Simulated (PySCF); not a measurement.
## A study: C4H6, SMILES `C=CC=C`

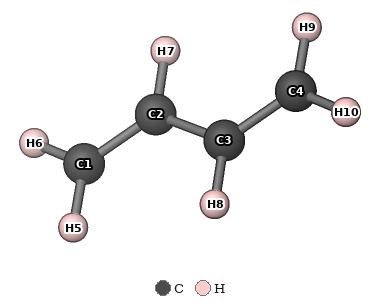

The molecule, with its atoms numbered as below. No frequency check shows the geometry to be a minimum.

Cartesian coordinates (Å):

```
C1       1.8282    0.1074    0.0000
C2       0.6013   -0.4022    0.0000
C3      -0.6013    0.4022    0.0000
C4      -1.8282   -0.1074    0.0000
H5       1.9962    1.1722    0.0000
H6       2.7066   -0.5150    0.0000
H7       0.4561   -1.4750    0.0000
H8      -0.4561    1.4750    0.0000
H9      -1.9962   -1.1722    0.0000
H10     -2.7066    0.5150    0.0000
```

## 1. Removing or adding an electron

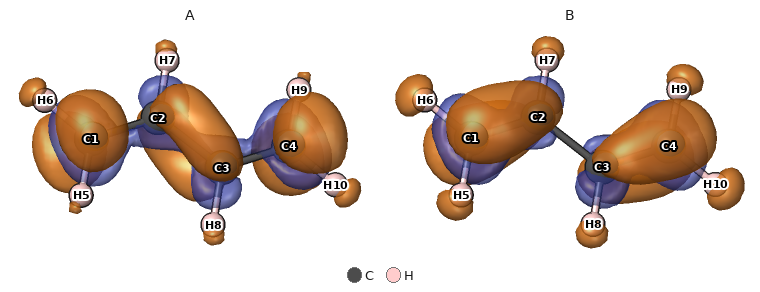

The two Fukui functions at ±0.03 e/Å³ (orange positive, blue negative).

Level of theory: LDA (SVWN)/def2-SVP (PySCF), at a geometry from GFN2-xTB.

Question: Which panel is f⁻ (electron removed) and which f⁺ (electron added)?

Answer: A is f⁺, B is f⁻. f⁻ (Hirshfeld-condensed) is largest on C1 and C4 (0.20 each) and C2 and C3 (0.11 each); the vertical ionisation energy is 9.17 eV. f⁺ (Hirshfeld-condensed) is largest on C1 and C4 (0.19 each) and C2 and C3 (0.11 each); the vertical electron affinity is −1.26 eV (the stability of the anion's solution wasn't checked; negative, but this basis has no diffuse functions, so it doesn't show that the anion is unbound).

Question: What chemical potential and hardness follow from the two energies?

Answer: μ = −(I + A)/2 = −3.96 eV and η = I − A = 10.43 eV.

## 2. Localised orbitals

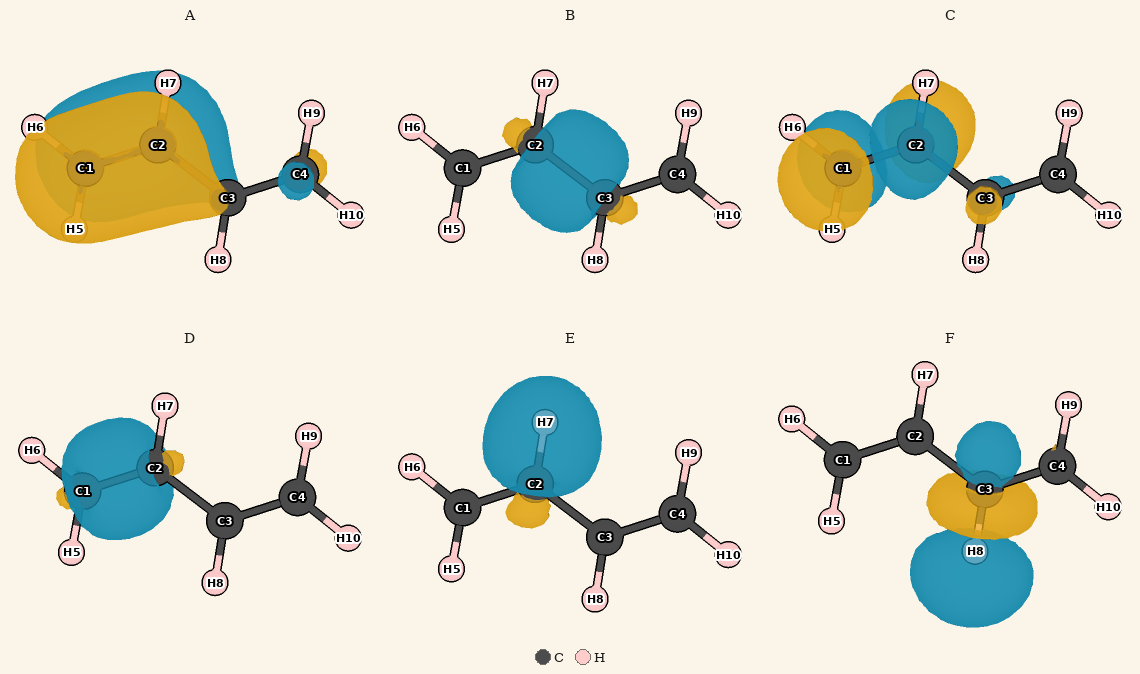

Intrinsic bond orbitals (IBO), occupied and valence-virtual; each surface holds about 85 % of the orbital's density. Energies are diagonal elements of the Fock matrix.

PySCF calculation, LDA (SVWN)/def2-TZVP, gas phase; geometry: GFN2-xTB.

Question: Name the orbitals, with their atomic make-up and energies.

Answer: By panel:
- A: π bond C1–C2 (C1 49 %, C2 47 %; −7.2 eV)
- B: σ bond C2–C3 (C2 50 %, C3 50 %; −14.1 eV)
- C: π* orbital C2–C1 (C2 49 %, C1 47 %; 0.1 eV)
- D: σ bond C2–C1 (C2 50 %, C1 49 %; −15.5 eV)
- E: σ bond C2–H7 (C2 58 %, H7 41 %; −12.0 eV)
- F: σ* orbital H8–C3 (H8 57 %, C3 42 %; 8.8 eV)

Question: How do all the valence pairs divide up?

Answer: 11 pairs: 9 σ bonds and 2 two-centre π bonds.

## 3. The π system

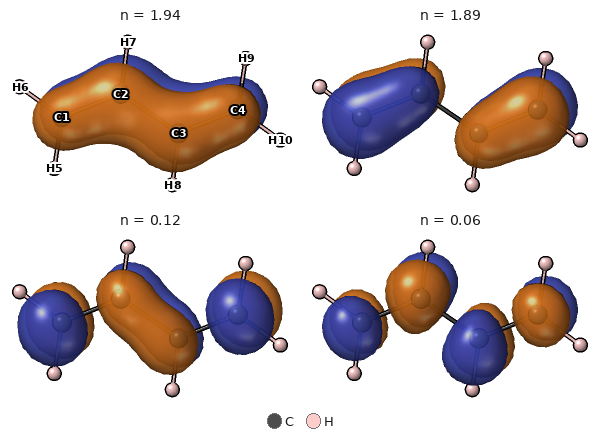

Natural orbitals of the π active space, CASSCF(4,4), singlet state, in order of falling occupation.

Method: def2-SVP basis; geometry: GFN2-xTB; program: PySCF.

Question: How multiconfigurational is the state?

Answer: The leading determinant weighs 0.91; the effective number of unpaired electrons, Σ n²(2−n)², is 0.12; the most occupied of the weakly occupied orbitals holds 0.12 e, as in an ordinary closed-shell π system. The active space lowers the energy by 1.48 eV against Hartree–Fock.

Question: Where does the lowest triplet lie relative to the singlet, at this geometry and within this active space?

Answer: 3.55 eV above it by strongly contracted NEVPT2 (+3.48 eV by CASSCF); a small basis tends to put such gaps a few tenths of an eV too high. This is a vertical energy for π states alone; a state that uses lone pairs or σ orbitals may lie lower.
